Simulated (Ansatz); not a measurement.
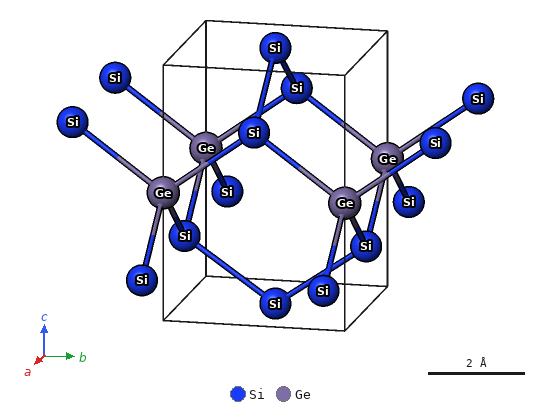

Structure drawing (ball-and-stick), viewed slightly off an axis. The lines enclose the simulation cell; boundary atoms appear with their images. A few atoms beyond the faces are included.

Here is the input:
```yaml
crystal:
  lattice:
    - [3.9123760734, 0.0, 0.0]
    - [0.0, 3.9123760734, 0.0]
    - [0.0, 0.0, 5.5320638193]
  atoms:
    - { symbol: Si, position: [0.5, 0.5, 0.0] }
    - { symbol: Si, position: [0.0, 0.5, 0.7558713849] }
    - { symbol: Si, position: [0.5, 0.0, 0.2441286151] }
    - { symbol: Ge, position: [0.0, 0.0, 0.5] }
basis:
  ecutwfc: 420
kpoints:
  mp_grid: { grid: [10, 10, 6] }
  band_path:
    path:
      - [[0.0, 0.0, 0.0], [0.0, 0.5, 0.0], [0.5, 0.5, 0.0], [0.0, 0.0, 0.0], [0.0, 0.0, 0.5], [0.0, 0.5, 0.5], [0.5, 0.5, 0.5], [0.0, 0.0, 0.5]]
      - [[0.0, 0.5, 0.0], [0.0, 0.5, 0.5]]
      - [[0.5, 0.5, 0.0], [0.5, 0.5, 0.5]]
    npoints: 14
hamiltonian:
  xc: pbe
scf:
  occupations: { method: gaussian, width: 0.02 }
  n_extra_bands: 10
output:
  forces: true
  stress: true
  eigenvalues: true
  populations: true
  dos: { projected: true, de: 0.02, nscf_kmesh: { grid: [15, 15, 9] } }
  bader: true
```
Run as:
```sh
ansatz run input.yaml --threads 1 --pin off --max-ram 2560MiB --backend cpu --events-out ev --progress --plain --runs-dir out
```

Run with DFT PBE, scalar-relativistic, plane waves, PAW (Ansatz 0.2.0) and these settings: an energy cutoff of 420 eV, a 10×10×6 grid in reciprocal space, Gaussian smearing of 0.02 eV, no spin polarisation.

**Give the Bader charge of each element.**

Si +0.03 to +0.12 e; Ge -0.26 e. Little charge moves, as in a metallic or covalent solid.

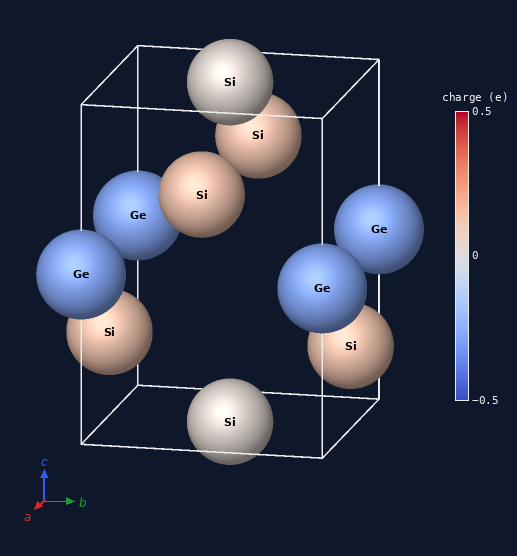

The atoms coloured by those charges.

The model was built from a structure type filled with these elements by a generator (whether the compound takes this form wasn't checked). Earlier steps of the study may have refined or changed the cell and positions. It was run through Ansatz as a DFT input.
